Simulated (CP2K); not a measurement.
# SnH3Se (SMILES [SeH][SnH2]) at PM6

Aim: the vertical doublet–quartet gap of SnH3Se at PM6, from 2 runs. 

Program for the calculation: CP2K 2026.2.

5 further runs of the same task are left out: 2 that didn't finish, 3 set aside as unsound or not needed.

## (1) Starting point

SnH3Se: 5 atoms, total charge 0, spin state doublet. SMILES: `[SeH][SnH2]`. The shape is that of a PBE0-D4/def2-TZVP optimisation. This is one conformer, not always the lowest.

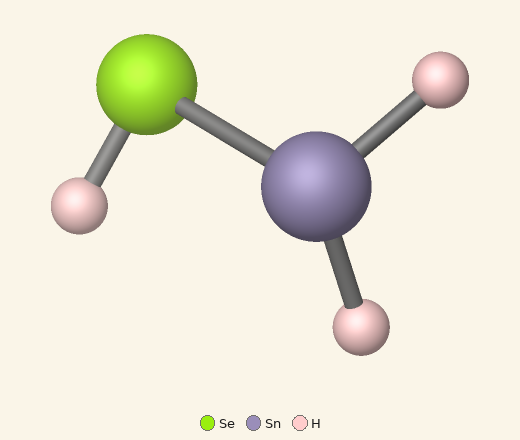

The structure, seen from a chosen angle (selenium green, tin purple, hydrogen pink).

## (2) Energy and forces at PM6

run.inp reads:

```
&FORCE_EVAL
  METHOD QS
  &DFT
    MULTIPLICITY 2
    UKS T
    # Quickstep
    &QS
      METHOD PM6
      EPS_DEFAULT 1.0E-10
      &SE
        &COULOMB
          CUTOFF [angstrom] 50
          RC_RANGE [angstrom] 0
        &END COULOMB
        &EXCHANGE
          CUTOFF [angstrom] 50
          RC_RANGE [angstrom] 0
        &END EXCHANGE
      &END SE
    &END QS
    &POISSON
      PERIODIC NONE
      POISSON_SOLVER ANALYTIC
    &END POISSON
    # self-consistent field
    &SCF
      SCF_GUESS ATOMIC
      EPS_SCF 1.0E-07
      MAX_SCF 80
      &DIAGONALIZATION
        ALGORITHM STANDARD
      &END DIAGONALIZATION
      &MIXING
        METHOD DIRECT_P_MIXING
        ALPHA 0.4
      &END MIXING
    &END SCF
    # extra output
    &PRINT
      &MOMENTS
        PERIODIC F
        REFERENCE COM
        MAX_MOMENT 1
      &END MOMENTS
      &MO ON
        ENERGIES T
        OCCUPATION_NUMBERS T
        NDIGITS 6
        &EACH
          QS_SCF 0
        &END EACH
        ADD_LAST NUMERIC
      &END MO
      &HIRSHFELD OFF
      &END HIRSHFELD
    &END PRINT
  &END DFT
  &SUBSYS
    # box in angstrom
    &CELL
      ABC 10.7 12.1 9.9
      PERIODIC NONE
    &END CELL
    &COORD
      Se     6.689150     5.097150     5.897150
      Sn     5.732450     6.494650     4.002850
      H      5.734250     4.009350     5.647750
      H      4.010850     6.437850     4.125350
      H      6.282950     8.090650     4.349450
    &END COORD
  &END SUBSYS
  &PRINT
    &FORCES ON
    &END FORCES
  &END PRINT
&END FORCE_EVAL

&GLOBAL
  PROJECT run
  RUN_TYPE ENERGY_FORCE
  PRINT_LEVEL MEDIUM
&END GLOBAL
```

Run with:

```
$ OMP_NUM_THREADS=1 cp2k.psmp run.inp > run.out
```

What it wrote:

```text
CP2K| version string:                                       CP2K version 2026.2
[...]
 GLOBAL| Method name                                                        CP2K
[...]
 GLOBAL| Run type                                                   ENERGY_FORCE
[...]
                             - Atoms:                                          5
[...]
                             - Spherical basis functions:                     11
[...]
 Number of electrons:                                                          7
[...]
     1 P_Mix/Diag. 0.40E+00    0.0     0.46106861        -7.2053047583 -7.21E+00
[...]
    25 DIIS/Diag.  0.10E-06    0.0     0.00000005        -9.3789219554 -2.24E-13
  *** SCF run converged in    25 steps ***
  Core-core repulsion energy [eV]:                            278.68662405335834
  Core Hamiltonian energy [eV]:                              -363.92924518351680
  Two-electron integral energy [eV]:                         -339.94164871585940
  Electronic energy [eV]:                                    -533.90006954144656
  Total energy [eV]:                                         -255.21344548808813
  Atomic reference energy [eV]:                               256.61828189188105
  Heat of formation [kcal/mol]:                                32.39629965241256
[...]
 SE_DIPOLE| Moment [Debye]          1.71008491      -0.78761038       0.71627799
 SE_DIPOLE| Derivative [a.u.]       0.00000000       0.00000000       0.00000000
 ENERGY| Total FORCE_EVAL ( QS ) energy [hartree]             -9.378921955363836
 FORCES| Atomic forces [hartree/bohr]
 FORCES|   Atom     x               y               z               |f|
 FORCES|      1  2.88073740E-03 -5.75578576E-03  1.85713099E-03   6.69900390E-03
 FORCES|      2 -8.99681327E-03  1.14865324E-02  6.88543863E-03   1.61335780E-02
 FORCES|      3  2.74447822E-04  6.19520864E-04  5.90149635E-04   8.98556787E-04
 FORCES|      4  6.19382024E-03 -1.48736529E-03 -4.35940242E-03   7.71881171E-03
 FORCES|      5 -3.52192191E-04 -4.86290221E-03 -4.97331683E-03   6.96460606E-03
 FORCES| Sum     1.04083409E-16  1.31838984E-16  1.11022302E-16
 FORCES| Total atomic force                                       2.01347524E-16
[...]
```

Wall time 0.44 s (1 thread of Arm Neoverse N1, shared host); peak memory 0.14 GiB.

## (3) The quartet, same level

mol.inp reads:

```
&GLOBAL
  PROJECT mol
  RUN_TYPE ENERGY_FORCE
  PRINT_LEVEL MEDIUM
&END GLOBAL

&FORCE_EVAL
  METHOD Quickstep
  &DFT
    MULTIPLICITY 4
    LSD T
    # Quickstep
    &QS
      METHOD PM6
      EPS_DEFAULT 1.0E-10
      &SE
        &COULOMB
          CUTOFF [angstrom] 50
          RC_RANGE [angstrom] 0
        &END COULOMB
        &EXCHANGE
          CUTOFF [angstrom] 50
          RC_RANGE [angstrom] 0
        &END EXCHANGE
      &END SE
    &END QS
    # isolated system
    &POISSON
      PERIODIC NONE
      POISSON_SOLVER ANALYTIC
    &END POISSON
    &SCF
      SCF_GUESS ATOMIC
      EPS_SCF 1.0E-07
      MAX_SCF 80
      ADDED_MOS 4
      &DIAGONALIZATION
        ALGORITHM STANDARD
      &END DIAGONALIZATION
      &MIXING
        METHOD DIRECT_P_MIXING
        ALPHA 0.4
      &END MIXING
    &END SCF
    # extra output
    &PRINT
      &MOMENTS
        PERIODIC F
        REFERENCE COM
        MAX_MOMENT 1
      &END MOMENTS
      &MO ON
        ENERGIES T
        OCCUPATION_NUMBERS T
        NDIGITS 6
        &EACH
          QS_SCF 0
        &END EACH
        ADD_LAST NUMERIC
      &END MO
      &HIRSHFELD OFF
      &END HIRSHFELD
    &END PRINT
  &END DFT
  # atoms, cell and kinds
  &SUBSYS
    # vacuum box
    &CELL
      ABC 10.7 12.1 9.9
      PERIODIC NONE
    &END CELL
    &COORD
      Se     6.689150     5.097150     5.897150
      Sn     5.732450     6.494650     4.002850
      H      5.734250     4.009350     5.647750
      H      4.010850     6.437850     4.125350
      H      6.282950     8.090650     4.349450
    &END COORD
  &END SUBSYS
  # extra output
  &PRINT
    &FORCES ON
    &END FORCES
  &END PRINT
&END FORCE_EVAL
```

Run with:

```
$ OMP_NUM_THREADS=1 cp2k.psmp mol.inp > mol.out
```

What it wrote:

```text
CP2K| version string:                                       CP2K version 2026.2
[...]
 GLOBAL| Method name                                                        CP2K
[...]
 GLOBAL| Run type                                                   ENERGY_FORCE
[...]
 *** WARNING in qs_environment.F:2210 :: More added MOs requested than     ***
 *** available. The full set of unoccupied MOs will be used. Use           ***
 *** 'ADDED_MOS -1' to always use all available MOs and to get rid of this ***
[...]
                             - Atoms:                                          5
[...]
                             - Spherical basis functions:                     11
[...]
 Number of electrons:                                                          8
[...]
     1 P_Mix/Diag. 0.40E+00    0.0     0.49081391        -7.2053047583 -7.21E+00
[...]
    26 DIIS/Diag.  0.72E-07    0.0     0.00000008        -9.2636937673 -1.88E-13
  *** SCF run converged in    26 steps ***
  Core-core repulsion energy [eV]:                            278.68662405335834
  Core Hamiltonian energy [eV]:                              -357.41133267481354
  Two-electron integral energy [eV]:                         -346.70643681824635
  Electronic energy [eV]:                                    -530.76455108393668
  Total energy [eV]:                                         -252.07792703057834
  Atomic reference energy [eV]:                               256.61828189188105
  Heat of formation [kcal/mol]:                               104.70307874847201
[...]
 SE_DIPOLE| Moment [Debye]         -0.00067128       1.90455711      -2.35052142
 SE_DIPOLE| Derivative [a.u.]       0.00000000       0.00000000       0.00000000
 ENERGY| Total FORCE_EVAL ( QS ) energy [hartree]             -9.263693767262970
 FORCES| Atomic forces [hartree/bohr]
 FORCES|   Atom     x               y               z               |f|
 FORCES|      1  1.43246373E-02 -2.54683769E-02  2.48303706E-02   3.83455442E-02
 FORCES|      2 -2.20032093E-02  3.48926212E-02 -1.06248337E-02   4.25972220E-02
 FORCES|      3  1.83420470E-03 -5.31452304E-03  3.18585079E-03   6.46205132E-03
 FORCES|      4  5.28093619E-03 -1.17055002E-03 -7.39730753E-03   9.16398566E-03
 FORCES|      5  5.63431098E-04 -2.93917119E-03 -9.99408017E-03   1.04325366E-02
 FORCES| Sum     2.77555756E-17 -1.04083409E-16 -8.67361738E-17
 FORCES| Total atomic force                                       1.38300006E-16
[...]
```

Run time: 0.44 s. Hardware: 1 thread of Arm Neoverse N1, shared host; peak memory 0.14 GiB.

## (4) What came out

At PM6:

```
                                          quantity           value
                             doublet: total energy     -9.37892 Eh
                            doublet: dipole moment          2.01 D
       doublet: HOMO energy (highest over α and β)        -7.69 eV
doublet: heat of formation at this unrelaxed shape   32.4 kcal/mol
                 doublet: largest force on an atom      0.830 eV/Å
                             quartet: total energy     -9.26369 Eh
                            quartet: dipole moment          3.03 D
       quartet: HOMO energy (highest over α and β)        -5.41 eV
        quartet: LUMO energy (lowest over α and β)        -3.23 eV
quartet: heat of formation at this unrelaxed shape  104.7 kcal/mol
                 quartet: largest force on an atom      2.190 eV/Å
  vertical energy of the quartet above the doublet        3.136 eV
```

In words: At this shape the quartet lies 3.14 eV (72 kcal/mol) above the doublet. The largest force (doublet) is 0.83 eV/Å: the shape isn't a stationary point for this species at this level.
